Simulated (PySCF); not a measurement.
C$_{6}$H$_{10}$OSi (SMILES C1=CC1OC1C[SiH2]C1)

| atom | x (Å) | y (Å) | z (Å) |
| --- | --- | --- | --- |
| C | 2.6890 | -0.5438 | 0.9877 |
| C | 3.2680 | 0.0525 | -0.0155 |
| C | 1.8808 | -0.4240 | -0.2688 |
| O | 0.8595 | 0.5285 | -0.3618 |
| C | -0.3208 | 0.1807 | 0.3303 |
| C | -1.3187 | 1.3515 | 0.3276 |
| Si | -2.7472 | 0.1734 | -0.1345 |
| C | -1.1883 | -0.9056 | -0.3525 |
| H | 2.7098 | -0.8696 | 1.9988 |
| H | 4.0960 | 0.5719 | -0.4308 |
| H | 1.6972 | -1.3067 | -0.8833 |
| H | -0.0690 | -0.1219 | 1.3571 |
| H | -1.3501 | 1.9069 | 1.2609 |
| H | -1.0506 | 2.0472 | -0.4643 |
| H | -3.6055 | -0.2215 | 0.9840 |
| H | -3.5334 | 0.4931 | -1.3241 |
| H | -1.1368 | -1.8822 | 0.1233 |
| H | -0.8888 | -1.0243 | -1.3923 |

Geometry: GFN2-xTB.

Method: PySCF 2.14.0, PBE0/pcSseg-1, SCF density, gas phase, non-relativistic.

What can the converged electron density and electron localisation function tell about the bonding?

Answer. C–H (1.09 Å): ρ is about 2 e/Å³ halfway; the ELF climbs to about 1 towards the hydrogen, as it does in any bond to H (a covalent bond by its length).
C–C (1.49 Å): ρ is about 1.6 e/Å³ halfway; the ELF peaks at about 0.85 between the atoms; a covalent bond.

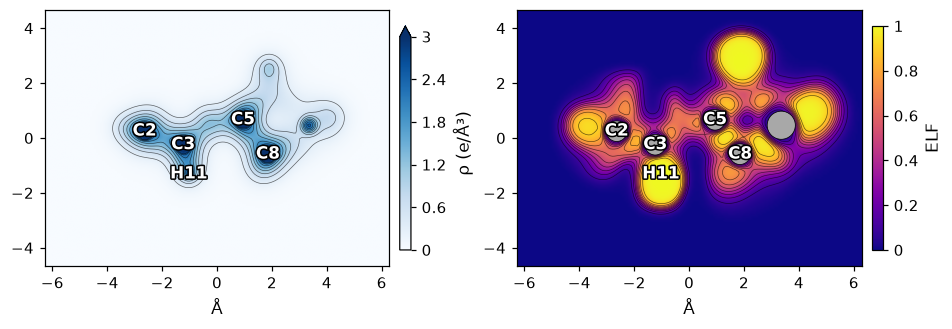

Computed electron density and electron localisation function on the plane of atoms C2, C3 and H11, in this order. Grey discs cover the atomic cores in the ELF map. 
